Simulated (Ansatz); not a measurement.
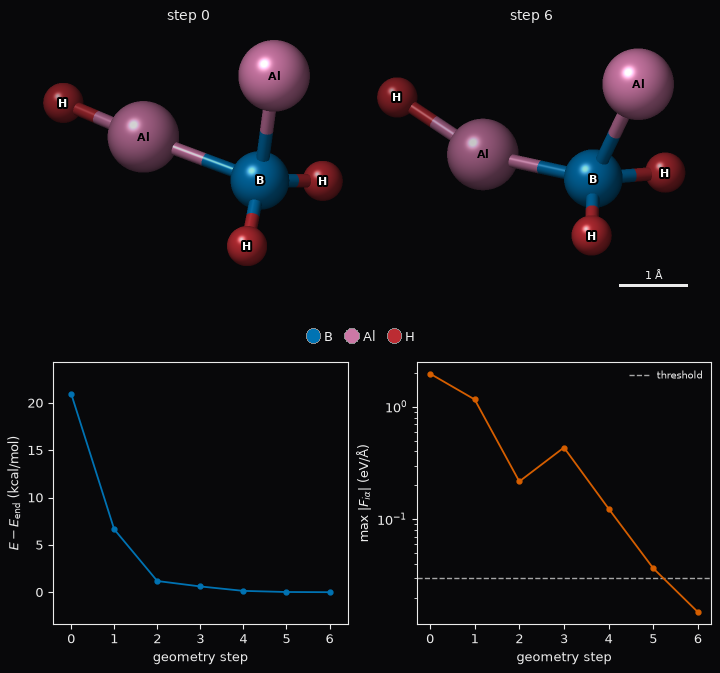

First and last geometry of a relaxation of Al$_{2}$BH$_{3}$, with the history of the run. The picture is a ball-and-stick view, seen at a tilt.

It is one of the separated reactants of a reaction.

Computed with Ansatz, RKS PBE-D4/def2-SVP. Settings: force threshold 0.03 eV/Å; at most 250 steps.

> What do the curves and the structures tell?

It converged. After 6 geometry steps the energy has fallen by 21.0 kcal/mol. Largest force component: 2 eV/Å at the start, 0.015 eV/Å at the end. The largest move after the best rigid fit is that of an Al atom, 0.49 Å. Largest moves by element: Al 0.49 Å, H 0.24 Å, B 0.15 Å. Some distances before and after: Al–B 1.970 → 2.112 Å, B–H 1.150 → 1.236 Å, B–H 1.212 → 1.236 Å, Al–H 1.594 → 1.611 Å. Among the angles between lasting bonds that change: Al–B–Al 92.0° → 119.6°, Al–B–H 108.5° → 88.5°, Al–B–H 105.3° → 90.3°. The run took 7.5 s on 2 threads of Arm Neoverse V1 (shared host).

```tsv
step	E − E(0), kcal/mol	largest force component, eV/Å
0	0.00	1.9620
1	-14.34	1.1576
2	-19.80	0.2166
3	-20.38	0.4336
4	-20.85	0.1243
5	-20.97	0.0367
6	-20.99	0.0150
```
